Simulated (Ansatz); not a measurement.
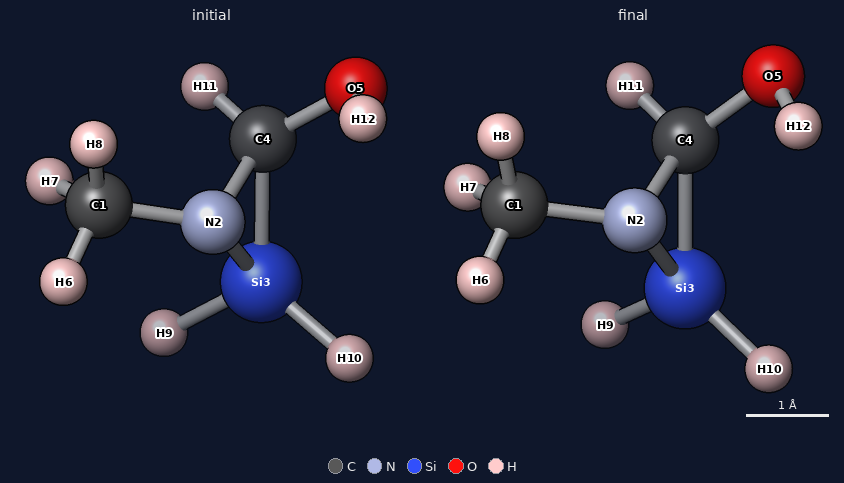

The structure of C2H7NOSi before (left) and after (right) a relaxation, at one scale.

The picture is a ball-and-stick view, seen at a tilt.

The run prepares the start of a later molecular dynamics calculation, from a guessed geometry.

Computed with Ansatz, RKS LDA/STO-3G. Set-up: no spin polarisation; force threshold 0.02 eV/Å; at most 40 steps.

What changed between the two?

Over 6 accepted moves (7 points after the start) the energy falls by 24.5 kcal/mol. The largest force component goes from 4.5 to 0.016 eV/Å. The line search rejected the trial step at point 3 of the run. H9 moves most after the best rigid fit: 0.31 Å. Largest moves by element: H 0.31 Å, N 0.17 Å, O 0.17 Å, C 0.14 Å, Si 0.10 Å. Some distances before and after: N2–Si3 1.657 → 1.800 Å, Si3–H9 1.530 → 1.454 Å, C1–N2 1.431 → 1.496 Å, C1–H7 1.050 → 1.112 Å. Bond angles that change, for instance: N2–Si3–H9 107.1° → 117.4°, O5–C4–H11 118.7° → 108.5°, C4–O5–H12 107.5° → 99.8°. Groups turn about C4–O5 by about 25°.

Limits of the set-up: STO-3G is a minimal basis, so the numbers are rough.
